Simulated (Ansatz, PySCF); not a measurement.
Potential energy curve for Li2, singlet.

Methods: UKS-PBE = unrestricted PBE/aug-cc-pVTZ (Ansatz, a program for electronic structure); RMP2 = MP2 on RHF/aug-cc-pVTZ, frozen core in Ansatz; UCCSD(T) = CCSD(T) on UHF/aug-cc-pVTZ, frozen core (Ansatz); RKS-CAM-B3LYP = restricted CAM-B3LYP/aug-cc-pVTZ (Ansatz); RKS-B3LYP/6-31G* = PySCF with restricted B3LYP/6-31G*, spherical d.

Energies are in kJ/mol, each relative to the lowest point of its own curve near equilibrium.

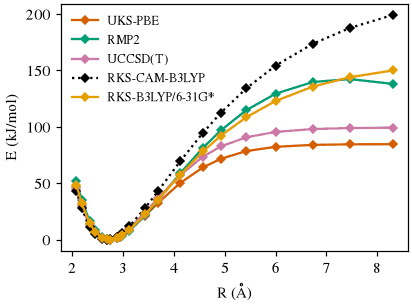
Figure. Energy against bond length for each method.

```tsv
R / Å	UKS-PBE	RMP2	UCCSD(T)	RKS-CAM-B3LYP	RKS-B3LYP/6-31G*
2.08	46.6	52.1	44.4	43.3	48.4
2.18	30.9	35.1	29.1	27.9	32.2
2.34	13.6	16.2	12.5	11.4	14.4
2.45	6.4	8.1	5.6	4.7	6.8
2.59	1.4	2.1	1.0	0.6	1.5
2.69	0.1	0.3	0.0	0.0	0.1
2.74	0.0	0.0	0.1	0.3	0.0
2.87	1.3	0.9	2.0	2.6	1.3
2.93	2.5	2.0	3.4	4.3	2.6
2.98	3.7	3.2	4.8	6.0	3.9
3.12	8.1	7.7	9.8	11.7	8.5
3.43	21.1	21.5	23.9	27.9	22.3
3.69	32.7	35.2	36.9	43.3	35.5
4.12	50.1	58.6	57.0	69.3	57.3
4.57	64.0	81.4	73.5	94.7	78.1
4.92	71.5	96.7	82.5	112.3	92.0
5.42	78.4	114.6	90.6	133.9	108.4
6.00	82.2	129.3	95.4	154.2	122.9
6.73	83.9	139.6	97.9	173.5	135.6
7.46	84.4	142.2	98.8	187.5	143.9
8.30	84.5	138.0	99.2	199.0	149.9
```

At the longest distance, 8.30 Å, RKS-CAM-B3LYP lies highest above its minimum (199.0 kJ/mol) and UKS-PBE lowest (84.5 kJ/mol).

The unrestricted determinant behind UKS-PBE is spin-contaminated at 3.43 to 8.30 Å (<S²> up to 1.0, against 0.00 for a pure singlet). The restricted form behind RMP2, RKS-CAM-B3LYP, RKS-B3LYP/6-31G* keeps the bonding electrons paired and can't separate into open-shell fragments. The T1 diagnostic of CCSD on the restricted reference of RMP2 exceeds 0.045 at 4.57 to 8.30 Å. The unrestricted determinant behind UCCSD(T) is spin-contaminated at 2.08 to 8.30 Å (<S²> up to 1.0, against 0.00 for a pure singlet). With two correlated electrons CCSD is exact in the basis where it finds the lowest root (UCCSD(T)).
